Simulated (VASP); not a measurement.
# Ca: Ca into a neighbouring Ca vacancy, part 3 of 5

Aim: the barrier for one hop in Ca: Ca into a neighbouring Ca vacancy.

VASP 6.6.1; PBEsol; plane waves and PAW (Ca_pv).

So far. Step 3 (Relax the host again, on a new basis): The start already met the threshold, so nothing moved. Step 4 (Relax the start): The run ended after 4 ionic steps, 0.024 eV below its first step, once the forces on the free atoms met EDIFFG = -0.05.

### 5. Relax the end

The end state is relaxed in the same way, so that both ends share their errors.

Input file INCAR:

```
SYSTEM = Ca
PREC = Normal
ENCUT = 280
EDIFF = 1E-05
NELM = 120
ISMEAR = 1
SIGMA = 0.15
LREAL = Auto
ALGO = Fast
GGA = PS
NBANDS = 150
LORBIT = 11
LWAVE = .FALSE.
LCHARG = .FALSE.
KPAR = 6
IBRION = 2
NSW = 60
ISIF = 2
EDIFFG = -0.05
POTIM = 0.4
MAXMIX = 40
ISYM = 0
```

Input file POSCAR:

```
Ca
1.0
   10.9121880448      0.0000000000      0.0000000000
    0.0000000000     10.9121880448      0.0000000000
    0.0000000000      0.0000000000     10.9121880448
Ca
31
Direct
    0.4995255799      0.0019349791     -0.0041253950
    0.7497458707      0.0000604830      0.2473876019
    0.0006099851     -0.0011936763      0.0015807000
    0.2497698132      0.2512264328      0.0022339124
    0.5007018383      0.4983949669     -0.0027754629
    0.7532136252      0.7497960222     -0.0012620108
    0.2502643963     -0.0003508212      0.2515618174
    0.5000621840      0.2500252004      0.2486903090
    0.7508606305      0.4981051156      0.2512204508
    0.5027930925     -0.0027944644      0.4954798630
    0.7511306234      0.2546698202      0.4981654919
    0.7477077086      0.0010794699      0.7484591145
   -0.0009274501      0.4993619658      0.0009750603
    0.2492571566      0.7505093073     -0.0003235525
   -0.0015481242      0.2494138183      0.2482580951
    0.2500119408      0.4979401634      0.2479969290
    0.5026703385      0.7499025233      0.2499012077
    0.0009375506     -0.0007713522      0.4995811374
    0.2507792181      0.2505176154      0.4978752259
    0.5015273611      0.4989178432      0.4980644048
    0.7483495976      0.7492842034      0.5029825370
    0.2478454625      0.0002933892      0.7460817677
    0.4999971281      0.2516487370      0.7495662404
    0.7488465101      0.5004243165      0.7512832472
    0.0012163602      0.7536151757      0.2503833649
   -0.0010857769      0.4997691037      0.4998671237
    0.2501992953      0.7499449646      0.5003188470
   -0.0030623557      0.2515205547      0.7489466104
    0.2478498195      0.5011688786      0.7524144122
    0.5009036284      0.7502953749      0.7482914145
    0.0052630459      0.7516133494      0.7479118859
```

Input file KPOINTS:

```
Automatic mesh
0
Monkhorst-Pack
2 2 2
0 0 0
```

Potentials, in the order of the species: Ca_pv (PBE family, release 64).

Command:

```sh
$ mpirun -np 6 vasp_std
```

Output:

```text
[... set-up lines as in an earlier step ...]
 entering main loop
       N       E                     dE             d eps       ncg     rms          rms(c)
DAV:   1     0.236856725244E+04    0.23686E+04   -0.67920E+04  1264   0.166E+03
DAV:   2     0.397098249734E+03   -0.19715E+04   -0.19584E+04  1200   0.476E+02
DAV:   3    -0.188092006905E+02   -0.41591E+03   -0.40853E+03  1344   0.216E+02
DAV:   4    -0.610198403501E+02   -0.42211E+02   -0.40240E+02  1632   0.730E+01
DAV:   5    -0.644470453506E+02   -0.34272E+01   -0.32855E+01  1896   0.188E+01    0.433E+00
RMM:   6    -0.641327448625E+02    0.31430E+00   -0.28337E+00  1426   0.446E+00    0.242E+00
RMM:   7    -0.642245431658E+02   -0.91798E-01   -0.11423E+00  1717   0.228E+00    0.136E+00
RMM:   8    -0.642787644905E+02   -0.54221E-01   -0.35879E-01  1650   0.137E+00    0.544E-01
RMM:   9    -0.642921115161E+02   -0.13347E-01   -0.11605E-01  1857   0.734E-01    0.143E-01
RMM:  10    -0.642966211822E+02   -0.45097E-02   -0.50839E-02  1862   0.301E-01    0.734E-02
RMM:  11    -0.642979757139E+02   -0.13545E-02   -0.17439E-02  1849   0.152E-01    0.362E-02
WARNING in EDDRMM: call to ZHEGV failed, returncode =   6  3    120
RMM:  12    -0.642989527934E+02   -0.97708E-03   -0.99481E-03  1802   0.953E-02    0.125E-02
RMM:  13    -0.642993084385E+02   -0.35565E-03   -0.36061E-03  1618   0.543E-02    0.109E-02
RMM:  14    -0.642995072571E+02   -0.19882E-03   -0.19800E-03  1156   0.313E-02    0.779E-03
RMM:  15    -0.642995880292E+02   -0.80772E-04   -0.80613E-04  1121   0.273E-02    0.453E-03
RMM:  16    -0.642996378105E+02   -0.49781E-04   -0.48957E-04   875   0.168E-02    0.118E-03
RMM:  17    -0.642996540257E+02   -0.16215E-04   -0.17848E-04   894   0.150E-02    0.164E-03
RMM:  18    -0.642996656835E+02   -0.11658E-04   -0.12498E-04   993   0.136E-02    0.107E-03
RMM:  19    -0.642996693725E+02   -0.36889E-05   -0.36708E-05   799   0.863E-03
   1 F= -.64299669E+02 E0= -.64271378E+02  d E =-.642997E+02
 curvature:   0.00 expect dE= 0.000E+00 dE for cont linesearch  0.000E+00
 trial: gam= 0.00000 g(F)=  0.896E-02 g(S)=  0.000E+00 ort = 0.000E+00 (trialstep = 0.100E+01)
 search vector abs. value=  0.896E-02
 bond charge predicted
       N       E                     dE             d eps       ncg     rms          rms(c)
DAV:   1    -0.643041553475E+02   -0.44897E-02   -0.50821E-01  1736   0.368E+00    0.165E-01
RMM:   2    -0.643064214067E+02   -0.22661E-02   -0.25780E-02  1352   0.698E-01    0.807E-02
RMM:   3    -0.643078381540E+02   -0.14167E-02   -0.14894E-02  1728   0.360E-01    0.511E-02
RMM:   4    -0.643079830458E+02   -0.14489E-03   -0.21524E-03  1802   0.131E-01    0.604E-02
RMM:   5    -0.643080394930E+02   -0.56447E-04   -0.55904E-04  1780   0.555E-02    0.744E-02
RMM:   6    -0.643080526379E+02   -0.13145E-04   -0.12697E-04  1351   0.268E-02    0.851E-02
RMM:   7    -0.643080523839E+02    0.25409E-06   -0.29705E-05   857   0.206E-02
   2 F= -.64308052E+02 E0= -.64279936E+02  d E =-.838301E-02
[...]
3 F= -.64326899E+02 E0= -.64298989E+02  d E =-.272300E-01
[...]
WARNING in EDDRMM: call to ZHEGV failed, returncode =   8  4    127
[...]
4 F= -.64334578E+02 E0= -.64306847E+02  d E =-.349088E-01
 curvature:  -4.84 expect dE=-0.578E-02 dE for cont linesearch -0.145E-02
 ZBRENT: bracketing found
 ZBRENT: interpolating
 opt :   8.4945  next Energy=   -64.335810 (dE=-0.361E-01)
 bond charge predicted
       N       E                     dE             d eps       ncg     rms          rms(c)
DAV:   1    -0.643279669982E+02    0.66107E-02   -0.11607E+00  1616   0.556E+00    0.188E-01
RMM:   2    -0.643327195212E+02   -0.47525E-02   -0.53050E-02  1348   0.112E+00    0.125E-01
RMM:   3    -0.643357227375E+02   -0.30032E-02   -0.29840E-02  1730   0.505E-01    0.114E-01
RMM:   4    -0.643361780478E+02   -0.45531E-03   -0.44737E-03  1863   0.185E-01    0.116E-01
RMM:   5    -0.643362660043E+02   -0.87956E-04   -0.93550E-04  1753   0.701E-02    0.133E-01
RMM:   6    -0.643362848369E+02   -0.18833E-04   -0.19042E-04  1516   0.340E-02    0.142E-01
RMM:   7    -0.643363319925E+02   -0.47156E-04   -0.73811E-05  1150   0.271E-02    0.172E-01
RMM:   8    -0.643363214173E+02    0.10575E-04   -0.27168E-05   837   0.185E-02    0.170E-01
RMM:   9    -0.643363236144E+02   -0.21971E-05   -0.13964E-05   734   0.161E-02
   5 F= -.64336324E+02 E0= -.64308772E+02  d E =-.366542E-01
 curvature:  -4.12 expect dE=-0.272E-02 dE for cont linesearch -0.316E-04
 trial: gam= 0.04441 g(F)=  0.660E-03 g(S)=  0.000E+00 ort = 0.262E-03 (trialstep = 0.250E+01)
 search vector abs. value=  0.701E-03
 reached required accuracy - stopping structural energy minimisation
```

Elapsed: 3 min, on 6 MPI ranks of Intel Xeon Platinum 8488C (Sapphire Rapids), shared host; peak memory 3 GiB.

OUTCAR, selected parts (step 5):

```text
   NELECT =     248.0000    total number of electrons

 E-fermi :   2.1417

 k-point     1 :       0.2500    0.2500    0.2500
  band No.  band energies     occupation
    ...
    121       2.0177      1.99324
    122       2.0187      1.98998
    123       2.1122      1.32613
    124       2.1246      1.19232
    125       2.1267      1.16830
    126       2.2320      0.15832
    127       2.2460      0.08361
    128       2.2466      0.08092
    129       2.4469     -0.01428
    130       2.4479     -0.01395
    ...

  Total       -2.5833148     -2.5673585     -2.6006232     -0.0017291      0.0194768      0.0376338
  in kB       -3.1853150     -3.1656404     -3.2066568     -0.0021320      0.0240156      0.0464037
  external PRESSURE =      -3.1858707 kB  Pullay stress =       0.0000000 kB

 POSITION                                       TOTAL-FORCE (eV/Angst)
 -----------------------------------------------------------------------------------
      5.44769      0.00839     10.89126         0.018220     -0.016069      0.016254
      8.18413      0.00586      2.71057        -0.004300     -0.017852      0.004790
      0.00888      0.00217     10.90383        -0.002051     -0.005420     -0.002795
      2.71927      2.72460      0.00039         0.014060      0.005614     -0.017386
      5.46506      5.45363     10.90571        -0.004146     -0.002193     -0.003179
      8.20333      8.18427     10.89522        -0.034706      0.020059      0.006078
      2.74021      0.00816      2.72594        -0.010083     -0.004435     -0.019900
      5.46460      2.72367      2.71153         0.000562      0.021096      0.007554
      8.19089      5.46073      2.71998        -0.005816     -0.002210     -0.002910
      5.47595      0.00728      5.43575        -0.001088      0.006034      0.022657
      8.18535      2.73967      5.44606        -0.006045     -0.006343      0.004690
      8.18512      0.01036      8.17094        -0.005097     -0.013887      0.017491
     10.90425      5.46009      0.00518         0.015931     -0.002641     -0.010978
      2.73376      8.18877     10.91147        -0.011122      0.003745     -0.003721
     10.90439      2.71583      2.71990         0.009948      0.027288      0.000170
      2.72784      5.45125      2.70835         0.000649     -0.009574     -0.000435
      5.47624      8.17410      2.70256         0.001673      0.021029      0.000422
     10.89388      0.01505      5.44511         0.012420     -0.005451      0.009699
      2.72955      2.73356      5.44186        -0.011846      0.009324      0.005780
      5.46100      5.45119      5.44998         0.010586     -0.009981     -0.005332
      8.19216      8.17311      5.46549        -0.018064      0.024350     -0.027768
      2.73071      0.02288      8.16508        -0.003799     -0.010983      0.020499
      5.44903      2.73410      8.16354         0.011631     -0.001483      0.015290
      8.18854      5.46389      8.18764        -0.004135     -0.016298     -0.012102
[...]
-----------------------------------------------------------------------------------
    total drift:                               -0.001504      0.000653      0.006813

  FREE ENERGIE OF THE ION-ELECTRON SYSTEM (eV)
  ---------------------------------------------------
  free  energy   TOTEN  =       -64.3363236144 eV

  energy  without entropy=      -64.2536691284  energy(sigma->0) =      -64.30877212

[... 6 parts as in an earlier step ...]

[... 7 further parts left out ...]
```

Relaxation path:

```csv
step,energy less that of the first step (eV),largest force (eV/Å)
1,0.0000,0.1703
2,-0.0084,0.1465
3,-0.0272,0.0950
4,-0.0349,0.0520
5,-0.0367,0.0411
```

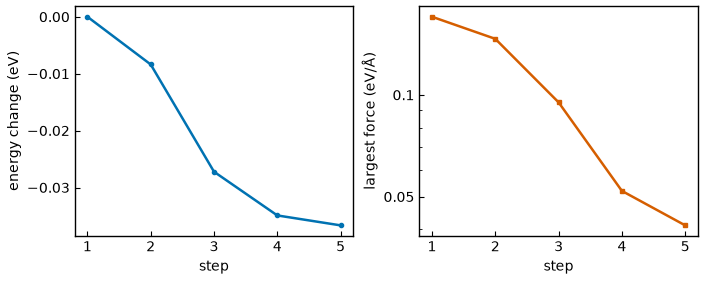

Energy and largest force along the relaxation.

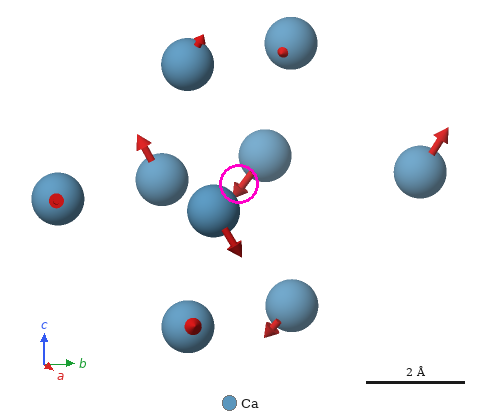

Displacements in the relaxation near the centre, exaggerated; the longest in the cell stands for 0.06 Å. A ring marks the centre wherever it is empty.

The atoms that moved most (Å):

```csv
atom,dx,dy,dz,length
Ca31,-0.051,-0.011,0.020,0.056
Ca10,-0.011,0.038,0.029,0.049
Ca11,-0.011,-0.039,0.010,0.042
Ca22,0.026,0.020,0.024,0.040
Ca18,-0.029,0.023,-0.006,0.037
Ca25,-0.019,-0.032,0.000,0.037
Ca21,0.026,-0.003,-0.023,0.035
Ca9,-0.003,0.025,-0.021,0.033
```

Final coordinates:

```
Ca
1.0
    10.91219    0.00000    0.00000
     0.00000   10.91219    0.00000
     0.00000    0.00000   10.91219
Ca
31
Direct
  0.49923 0.00077 0.99808
  0.75000 0.00054 0.24840
  0.00081 0.00020 0.99923
  0.24920 0.24968 0.00004
  0.50082 0.49977 0.99941
  0.75176 0.75001 0.99845
  0.25111 0.00075 0.24981
  0.50078 0.24960 0.24849
  0.75062 0.50043 0.24926
  0.50182 0.00067 0.49814
  0.75011 0.25107 0.49908
  0.75009 0.00095 0.74879
  0.99927 0.50037 0.00047
  0.25052 0.75042 0.99993
  0.99929 0.24888 0.24925
  0.24998 0.49956 0.24819
  0.50185 0.74908 0.24766
  0.99832 0.00138 0.49899
  0.25014 0.25050 0.49870
  0.50045 0.49955 0.49944
  0.75074 0.74899 0.50086
  0.25024 0.00210 0.74825
  0.49935 0.25055 0.74811
  0.75040 0.50071 0.75032
  0.99946 0.75068 0.25042
  0.99946 0.50028 0.49943
  0.25148 0.74872 0.49894
  0.99852 0.25022 0.75005
  0.24943 0.49937 0.75118
  0.49956 0.74995 0.74985
  0.00061 0.75058 0.74976
```

Numbers from this step:

```
electronic cycles       : 62
free energy (TOTEN)     : -64.3363 eV
energy at zero smearing : -64.3088 eV
```

The run ended after 5 ionic steps, 0.037 eV below its first step, once the forces on the free atoms met EDIFFG = -0.05.

(Part 3 of 5 ends here.)

[Lines on the potential files, build, host, timing and source positions are cut from VASP's logs without a mark.]

[Logs are printed without paths, hosts, clocks, repeated set-up lines and the standing remarks that a program may print on its own settings, such as how far it seeks lower states.]

[Hosts, paths, dates, database ids (printed as entryN), source tags and the programs' standing remarks are cut or masked in the printed files.]

[Runs that stopped without an error message from VASP are left out.]
